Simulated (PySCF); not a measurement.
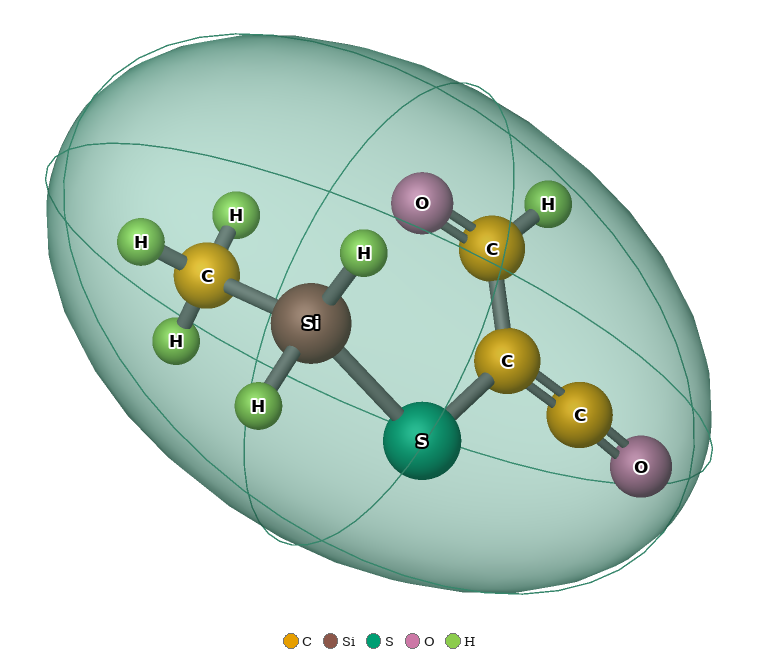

The ellipsoid shows the static dipole polarisability: its half-axes are proportional to the principal values. Computed geometry: GFN2-xTB optimisation. No frequency run is at hand to confirm it as a minimum. Level of theory: ωB97X-D/def2-SVPD (PySCF 2.14.0).

How large and how anisotropic is the polarisability?

Principal values 75.7, 92.5, 142.9 bohr³; mean 103.7 bohr³ (15.36 Å³); anisotropy 60.6 bohr³, so the longest axis is 1.89 times the shortest.

The geometry is semi-empirical. Around Si such bond lengths and angles can be off by a tenth of an ångström or more and by several degrees, and values that hang on the shape move with them.
